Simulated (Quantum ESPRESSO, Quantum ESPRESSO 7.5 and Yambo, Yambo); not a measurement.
## BAs (F-43m): G0W0 on several meshes in Yambo

How does the mesh move the gap of BAs (F-43m)?

Method: PBE and many-body steps on it, plane waves, in Quantum ESPRESSO 7.5 and Yambo 5.3.0.

### Step 1. The starting structure

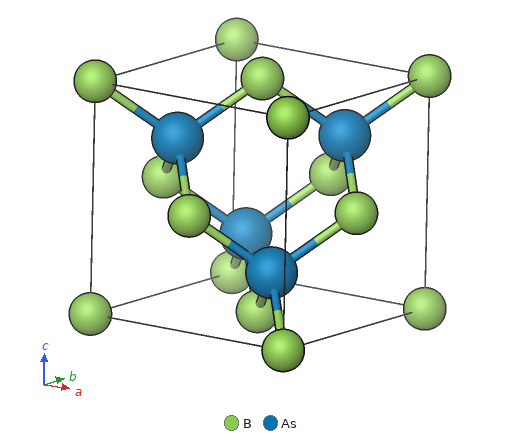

The cell as given, from a free direction (boron green, arsenic blue). This picture shows the conventional cell, with its axes. Bonds to atoms that aren't drawn are left out. Some periodic images of atoms are drawn too.

Structure file:

```cif
data_structure
_symmetry_space_group_name_H-M 'P 1'
_symmetry_Int_Tables_number 1
_cell_length_a 3.3778
_cell_length_b 3.3778
_cell_length_c 3.3778
_cell_angle_alpha 60.000
_cell_angle_beta 60.000
_cell_angle_gamma 60.000
_cell_volume 27.25
loop_
_atom_site_label
_atom_site_type_symbol
_atom_site_fract_x
_atom_site_fract_y
_atom_site_fract_z
_atom_site_occupancy
B1 B 0.00000 0.00000 0.00000 1
As2 As 0.25000 0.25000 0.25000 1
```

The cell and positions come from the Crystallography Open Database and are kept as given unless a step says otherwise.

### Step 2. Empty states on the mesh, 2×2×2 mesh, 94 bands

This step: Quantum ESPRESSO 7.5; DFT, PBE, plane waves, norm-conserving pseudopotentials.

The sums over transitions need many empty states on a uniform mesh; this step solves for them.

pw.in

```
&control
  calculation = 'nscf'
  prefix = 'x'
  outdir = 'o'
  pseudo_dir = 'pseudo'
/
&system
  ibrav = 0
  nat = 2
  ntyp = 2
  ecutwfc = 100.0
  nbnd = 94
  force_symmorphic = .true.
/
&electrons
  conv_thr = 1e-9
  electron_maxstep = 80
  diago_full_acc = .true.
  diago_thr_init = 5e-6
/
ATOMIC_SPECIES
  B 10.81 B.upf
  As 74.922 As.upf
CELL_PARAMETERS angstrom
  -0.0000000000 2.3885000000 2.3885000000
  2.3885000000 -0.0000000000 2.3885000000
  2.3885000000 2.3885000000 -0.0000000000
ATOMIC_POSITIONS crystal
  B 0.0000000000 0.0000000000 0.0000000000
  As 0.2500000000 0.2500000000 0.2500000000
K_POINTS automatic
  2 2 2 0 0 0
```

The run is started by

```
> OMP_NUM_THREADS=1 mpirun -n 4 pw.x -nk 4 -in pw.in > pw.out
```

The program printed:

```text
Program PWSCF v.7.5 starts

     This program is part of the open-source Quantum ESPRESSO suite
     for quantum simulation of materials; please cite
         "P. Giannozzi et al., J. Phys.:Condens. Matter 21 395502 (2009);
         "P. Giannozzi et al., J. Phys.:Condens. Matter 29 465901 (2017);
         "P. Giannozzi et al., J. Chem. Phys. 152 154105 (2020);
     in publications or presentations arising from this work. More details at

     Atomic positions and unit cell read from directory:
     o/x.save/

     Message from routine setup:
[...]
k =-0.7071 0.0000 0.0000 (  3138 PWs)   bands (ev):

  -173.2770-116.6590-116.6590-116.6590 -23.6968 -23.6780 -23.6759 -23.6759
[...]
98.4736 102.6701 102.6701 103.0409 105.3827 105.3827 106.5495 106.9028
   108.9821 108.9821 109.6044 110.1406 110.5810 110.5810 111.3787 111.3896
   112.1082 114.2442 114.5073 114.5073 114.9024 116.0672

     highest occupied, lowest unoccupied level (ev):    12.1652   13.6158

     XML data file, pseudopotentials, collected wavefunctions

=------------------------------------------------------------------------------=
   JOB DONE.
=------------------------------------------------------------------------------=
```

Wall time 3.1 s (4 MPI ranks of Arm Neoverse V1, shared host); peak memory 0.27 GiB.

This step gave:

* gap: 1.451 eV
* k of the valence top: 0, 0, 0
* k of the conduction bottom: 0, -0.5, -0.5
* least direct gap: 3.289 eV
* k points computed: 3
* lowest point of the top converged band, above the valence top: 103.9021 eV

On this mesh the gap is 1.451 eV.

The density comes from a self-consistent run that is not shown.

### Step 3. Conversion and set-up

This step: Yambo 5.3.0; conversion and set-up on PBE, plane waves, norm-conserving pseudopotentials.

The states are converted to the many-body program's format and the q mesh is built.

The run is started by

```
> (cd o/x.save; p2y > p2y.log; mv SAVE ../..); yambo > setup.log
```

The program printed:

```text
 Yambo, version 5.3.0

 [02] CORE Variables Setup
 =========================

  [02.01] Unit cells
  ==================

  Cell kind             :  FCC
  Atoms in the cell     :  B  As
  number of B  atoms    :  1
  number of As atoms    :  1

  List of atomic masses
  Mass of B     :  10.81000
  Mass of As    :  74.92200

  List of atomic coordinates    : [cc]
  B1       :  0.000000  0.000000  0.000000  order 1
  As1       :  2.256805  2.256805  2.256805  order 2

  Alat factors          :  4.513611  4.513611  4.513611 [a.u.]
  Direct lattice volume :  183.9087 [a.u.]
[...]
0.000000  0.000000  0.000000  0.000000  0.000000  0.000000  0.000000  0.000000

 [03] Transferred momenta grid and indexing
 ==========================================

 IBZ Q-points                                      :  3
 BZ  Q-points                                      :   8

 K/Q-points units:
 rlu = crystal or reduced units; cc = cartesian coordinates; iku = interal k-units

 Q [1]          [rlu]:  0.000000  0.000000  0.000000
 Q [2]          [rlu]: -0.63303E-17 -0.63303E-17 -0.50000
 Q [3]          [rlu]:  0.36976E-16 -0.50000     -0.50000

  [03.01] X indexes
  =================

   [03.01.01] Sigma indexes
   ========================

 [06] Game Over & Game summary
```

Run time: 2.3 s. Hardware: 1 MPI rank; peak memory 0.24 GiB.

### Step 4. 2×2×2

G0W0 replaces the xc potential by the self-energy, built once from these orbitals. Only a window of levels is corrected, while the sums run over the empty bands that the input names.

This step: G0W0 on PBE, plane waves, norm-conserving pseudopotentials.

gw13.in

```
HF_and_locXC
gw0
dyson
ppa
em1d
rim_cut
RandQpts= 1000000
RandGvec= 1 RL
EXXRLvcs= 100 Ry
VXCRLvcs= 400 Ry
Chimod= "HARTREE"
% BndsRnXp
 1 | 94 |
%
NGsBlkXp= 15.5 Ry
% LongDrXp
 1 | 1 | 1 |
%
% GbndRnge
 1 | 94 |
%
DysSolver= "n"
ExtendOut
PPAPntXp= 27.21138 eV
% QPkrange
 1 | 1 | 12 | 15 |
 3 | 3 | 12 | 15 |
%
```

The run is started by

```
> OMP_NUM_THREADS=1 mpirun -n 4 yambo -F gw13.in -J gw13 -C gw13 > gw13.log
```

The program printed:

```text
 Yambo, version 5.3.0

 [02] CORE Variables Setup
 =========================

  [... cell, symmetries and grids as in the set-up ...]

  [02.05] Energies & Occupations
  ==============================

  [X] === General ===
  [X] Electronic Temperature                        :  0.000000  0.000000 [eV K]
  [X] Bosonic    Temperature                        :  0.000000  0.000000 [eV K]
  [X] Finite Temperature mode                       : no
  [X] El. density                                   :  0.95404E+24 [cm-3]
  [X] Fermi Level                                   :  12.16515 [eV]

  [X] === Gaps and Widths ===
  [X] Conduction Band Min                           :  1.450685 [eV]
  [X] Valence Band Max                              :  0.000000 [eV]
  [X] Filled Bands                                  :  13
  [X] Empty Bands                                   :   14   94
  [X] Direct Gap                                    :  3.288876 [eV]
  [X] Direct Gap localized at k                     :  1
  [X] Indirect Gap                                  :  1.450685 [eV]
  [X] Indirect Gap between kpts                     :  1  3
  [X] Last valence band width                       :  4.074003 [eV]
  [X] 1st conduction band width                     :  1.838191 [eV]

 [03] Transferred momenta grid and indexing
 ==========================================

 IBZ Q-points                                      :  3
 BZ  Q-points                                      :   8

 K/Q-points units:
 rlu = crystal or reduced units; cc = cartesian coordinates; iku = interal k-units

 Q [1]          [rlu]:  0.000000  0.000000  0.000000
 Q [2]          [rlu]: -0.63303E-17 -0.63303E-17 -0.50000
 Q [3]          [rlu]:  0.36976E-16 -0.50000     -0.50000

 [04] Coloumb potential Random Integration (RIM)
 ===============================================

  [04.01] RIM initialization
  ==========================

  * Diagonal components only detected *

  8 x (sBL volume)        :  1.348768 [a.u.]
  sBZ random points       :  1000000
  Points outside the sBZ  :   7996195
  RL volume               :  1.348768 [a.u.]
  Integrated volume       :  1.349410 [a.u.]

  [04.02] RIM integrals
  =====================

  Gamma point sphere radius             :  0.200415 [a.u.]
  Points outside the sphere             :   799659
  [Int_sBZ(q=0) 1/q^2]*(Vol_sBZ)^(-1/3) =:  7.764404
                                 should be <:  7.795600

  Summary of Coulomb integrals for non-metallic bands |Q|[au] RIM/Bare

  Q [1] 0.100000E-4 0.995998 * Q [2] 0.602777 1.064860
  Q [3] 0.696026 1.063764

 [05] Dipoles
 ============

  [05.01] Setup: observables and procedures
  =========================================

 [06] Dynamic Dielectric Matrix (PPA)
 ====================================

 [WR./gw13//ndb.pp]--------------------------------------------------------------
  Brillouin Zone Q/K grids (IBZ/BZ)                :   3   8   3   8
  RL vectors                                       :   3767 [WF]
  Coulomb cutoff potential                         : none
  Electronic Temperature                           :  0.000000 [K]
  Bosonic    Temperature                           :  0.000000 [K]
  PPA    diel. fun.  energies                      : Perdew, Burke & Ernzerhof(X)+Perdew, Burke & Ernzerhof(C)
  wavefunctions                                    : Perdew, Burke & Ernzerhof(X)+Perdew, Burke & Ernzerhof(C)
  Global Gauge                                     : length
  X matrix size                                    :  229
  X band range                                     :    1   94
  X e/h energy range                               : -1.000000 -1.000000 [eV]
  X Time ordering                                  : R
  X Hxc Kernel                                     : HARTREE
  X Drude frequency                                :  0.000000  0.000000
  X poles                                          :  100.0000 [o/o]
  RL vectors in the sum                            :   3767
  [r,Vnl] included                                 : yes
  Field direction                                  :  0.577350E-5  0.577350E-5  0.577350E-5
  BZ energy Double Grid                            : no
  BZ energy DbGd points                            : 0
  BZ Q point size factor                           : -1.000000
  X Optical Averaged directions                    : none

 [07] Local Exchange-Correlation + Non-Local Fock
 ================================================

 [VXC] Plane waves :  24933
 [EXS] Plane waves :  3143

 QP @ state[ 1 ] K range:  1  1
 QP @ state[ 1 ] b range:  12  15
 QP @ state[ 2 ] K range:  3  3
 QP @ state[ 2 ] b range:  12  15

 [xc] Functional : Perdew, Burke & Ernzerhof(X)+Perdew, Burke & Ernzerhof(C)
 [xc] LIBXC used to calculate xc functional
  PP Number of Atomic Species                      :  2
  NLCC RL compoments                               :  24933
  PP Number of Atomic Species                      :  2
  NLCC RL compoments                               :  24933

 [xc] E_xc :  -25.10051 [Ha]
      E_xc :  -50.20102 [Ry]

  Local XC kind (lXC) : Perdew, Burke & Ernzerhof(X)+Perdew, Burke & Ernzerhof(C)
  Non-Local XC kind (nlXC) : Hartree-Fock

  Corrections @ K [1] :  [eV]
 <12|nlXC|12> = -16.60842 -0.69681E-17 <12|lXC|12> = -14.32424 -0.94408E-16
 <13|nlXC|13> = -16.60843 -0.15844E-16 <13|lXC|13> = -14.32424  0.75527E-15
 <14|nlXC|14> = -7.440199  0.26474E-17 <14|lXC|14> = -13.01832 -0.37763E-15
 <15|nlXC|15> = -7.440199 -0.16204E-16 <15|lXC|15> = -13.01832 -0.18882E-15

  Corrections @ K [3] :  [eV]
 <12|nlXC|12> = -16.16786  0.21437E-16 <12|lXC|12> = -13.12081  0.000000
 <13|nlXC|13> = -16.16786 -0.20665E-16 <13|lXC|13> = -13.12081 -0.14161E-15
 <14|nlXC|14> = -6.031651 -0.19683E-17 <14|lXC|14> = -10.96917 -0.23602E-16
 <15|nlXC|15> = -6.118322  0.31996E-18 <15|lXC|15> = -11.16008 -0.21574E-16

  [07.01] Hartree-Fock occupations report
  =======================================

  [Hartree-Fock] === General ===
  [Hartree-Fock] Electronic Temperature             :  0.000000  0.000000 [eV K]
  [Hartree-Fock] Bosonic    Temperature             :  0.000000  0.000000 [eV K]
  [Hartree-Fock] Finite Temperature mode            : no
  [Hartree-Fock] El. density                        :  0.95404E+24 [cm-3]
  [Hartree-Fock] Fermi Level                        :  12.16515 [eV]

  [Hartree-Fock] === Gaps and Widths ===
  [Hartree-Fock] Conduction Band Min                :  2.701261 [eV]
  [Hartree-Fock] Valence Band Max                   : -1.819130 [eV]
  [Hartree-Fock] Filled Bands                       :  13
  [Hartree-Fock] Empty Bands                        :   14   94
  [Hartree-Fock] Direct Gap                         :  4.520392 [eV]
  [Hartree-Fock] Direct Gap localized at k          :  2
  [Hartree-Fock] Indirect Gap                       :  4.520392 [eV]
  [Hartree-Fock] Indirect Gap between kpts          :  2  2
  [Hartree-Fock] Last valence band width            :  5.301916 [eV]
  [Hartree-Fock] 1st conduction band width          :  6.165736 [eV]

 [08] Dyson equation: Newton solver
 ==================================

  [08.01] G0W0 (W PPA)
  ====================

  [  GW  ] Bands range     :    1   94
  [GW/PPA] G damping       :  0.100000 [eV]

  QP @ state[ 1 ] K range:  1  1
  QP @ state[ 1 ] b range:  12  15
  QP @ state[ 2 ] K range:  3  3
  QP @ state[ 2 ] b range:  12  15

   Sc/G bands                                       :    1   94
   Sc/G damping                                     :  0.100000 ev
   Sc bands terminator                              : no
   Sx RL components                                 :  3143

   QP @ state[ 1 ] K range                          :  1  1
   QP @ state[ 1 ] b range                          :  12  15
   QP @ state[ 2 ] K range                          :  3  3
   QP @ state[ 2 ] b range                          :  12  15
   GF energies kind                                 : Perdew, Burke & Ernzerhof(X)+Perdew, Burke & Ernzerhof(C)
   GF WF`s kind                                     : Perdew, Burke & Ernzerhof(X)+Perdew, Burke & Ernzerhof(C)
   Xs energies kind                                 : Perdew, Burke & Ernzerhof(X)+Perdew, Burke & Ernzerhof(C)
   Xs WF`s kind                                     : Perdew, Burke & Ernzerhof(X)+Perdew, Burke & Ernzerhof(C)

 [11] Game Over & Game summary
```

Wall time 7.8 s (4 MPI ranks); peak memory 1.1 GiB; 27 s of CPU time.

Numbers from this step:

* G0W0 gap on the points computed: 1.846 eV
* starting gap on the mesh: 1.451 eV
* k of the valence top: 0, 0, 0
* k of the conduction bottom: 0, -0.5, -0.5
* least direct G0W0 gap on the computed points: 4.124 eV
* Z at the valence top: 0.8107
* Z at the conduction bottom: 0.8228

The gap on the mesh goes from 1.45 eV to 1.85 eV, a correction of +0.39 eV.

### Step 5. Empty states on the mesh, 6×6×6 mesh, 94 bands

This step: Quantum ESPRESSO 7.5; DFT, PBE, plane waves, norm-conserving pseudopotentials.

pw.in, as its differences from that of step 2:

```diff
@@ -31,2 +31,2 @@
 K_POINTS automatic
-  2 2 2 0 0 0
+  6 6 6 0 0 0
```

The run is started by

```
> OMP_NUM_THREADS=1 mpirun -n 4 pw.x -nk 4 -in pw.in > pw.out
```

The program printed:

```text
[banner, memory and clock lines left out]
Program PWSCF v.7.5 starts

     Atomic positions and unit cell read from directory:
     o/x.save/

     Message from routine setup:
     using ibrav=0 with symmetry is DISCOURAGED, use correct ibrav instead

     G-vector sticks info

     bravais-lattice index     =            0
     lattice parameter (alat)  =       6.3832  a.u.
     unit-cell volume          =     183.9087 (a.u.)^3
     number of atoms/cell      =            2
     number of atomic types    =            2
     number of electrons       =        26.00
[...]
117.9855 120.1894 120.1894 120.5054 122.4154 122.4156

          k = 0.2357 0.2357-0.2357 (  3100 PWs)   bands (ev):

  -173.2770-116.6590-116.6589-116.6589 -23.6893 -23.6870 -23.6870 -23.6704
[...]
97.4226  97.4226  99.8043 103.0378 103.0378 104.4709 104.7723 105.8447
   107.8004 107.8004 108.3920 110.8707 111.4885 111.4885 115.5499 115.5499
   117.9775 119.8816 119.8816 120.2767 122.2173 122.2173

          k =-0.3536-0.3536 0.3536 (  3100 PWs)   bands (ev):

     [... further k-points ...]

     highest occupied, lowest unoccupied level (ev):    12.1652   13.4570

     XML data file, pseudopotentials, collected wavefunctions
```

Elapsed: 10 s, on 4 MPI ranks; peak memory 0.3 GiB.

This step gave:

```yaml
gap: 1.292 eV
k_of_the_valence_top: 0, 0, 0
k_of_the_conduction_bottom: 0, 0.3333, 0.3333
least_direct_gap: 3.289 eV
k_points_computed: 16
lowest_point_of_the_top_converged_band_above_the_valence_top: 103.9021 eV
```

On this mesh the gap is 1.292 eV.

### Step 6. Conversion and set-up

This step: Yambo 5.3.0; conversion and set-up on PBE, plane waves, norm-conserving pseudopotentials.

The run is started by

```
> (cd o/x.save; p2y > p2y.log; mv SAVE ../..); yambo > setup.log
```

The program printed:

```text
 Yambo, version 5.3.0

 [02] CORE Variables Setup
 =========================

  [02.01] Unit cells
  ==================

  Cell kind             :  FCC
  Atoms in the cell     :  B  As
  number of B  atoms    :  1
  number of As atoms    :  1

  List of atomic masses
  Mass of B     :  10.81000
  Mass of As    :  74.92200

  List of atomic coordinates    : [cc]
  B1       :  0.000000  0.000000  0.000000  order 1
  As1       :  2.256805  2.256805  2.256805  order 2

  Alat factors          :  4.513611  4.513611  4.513611 [a.u.]
  Direct lattice volume :  183.9087 [a.u.]
[...]
Q [ 1]         [rlu]:  0.000000  0.000000  0.000000
 Q [ 2]         [rlu]: -0.44040E-17 -0.44040E-17  0.16667
 Q [ 3]         [rlu]: -0.88081E-17 -0.88081E-17  0.33333
[...]
Q [ 8]         [rlu]: -0.63303E-17  0.16667     -0.33333
 Q [ 9]         [rlu]:  0.28747E-16  0.16667     -0.16667
 Q [10]         [rlu]: -0.18005E-16  0.33333      0.33333
     [... 4 further rows ...]
 Q [15]         [rlu]:  0.166667  0.333333 -0.333333
 Q [16]         [rlu]:  0.166667 -0.500000 -0.333333

  [03.01] X indexes
  =================

   [03.01.01] Sigma indexes
   ========================

 [06] Game Over & Game summary
```

Run time: 2.6 s. Hardware: 1 MPI rank; peak memory 0.24 GiB.

(Part 1 of 2 ends here.)

[Paths, hosts, dates, memory and timing lines, banners, echoed tables and standing remarks are left out of the program output.]

[Logs are printed without paths, hosts, clocks, repeated set-up lines and the standing remarks that a program may print on its own settings, such as how far it seeks lower states.]

[Runs of the session that timed out or met a known fault of the program may be left out.]

[Hosts, paths, dates, database ids (printed as entryN), source tags and the programs' standing remarks are cut or masked in the printed files.]
